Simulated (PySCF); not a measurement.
Vertical excitations of a molecule C4H8OS from PySCF with TDA-PBE/def2-SVPD, as energy in eV (oscillator strength): 3.82 (0.015), 4.47 (0.008), 4.93 (0.006), 5.53 (0.006), 5.71 (0.020), 5.81 (0.013), 6.18 (0.023), 6.32 (0.020), 6.49 (0.019), 6.57 (0.011). Lowest triplet (TDA): 3.28 eV. Geometry optimised at B3LYP-D3(BJ)/def2-SVP. One conformer was computed; it need not be the lowest.

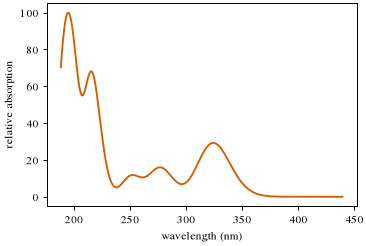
Figure. The lines broadened by 0.4 eV.

Q: Identify the compound among the candidates.
A. CC(C)SC=O
B. CS[C@@H](C)C=O
C. CC(=O)[C@H](C)S
D. CC[C@@H](S)C=O

A: C, CC(=O)[C@H](C)S
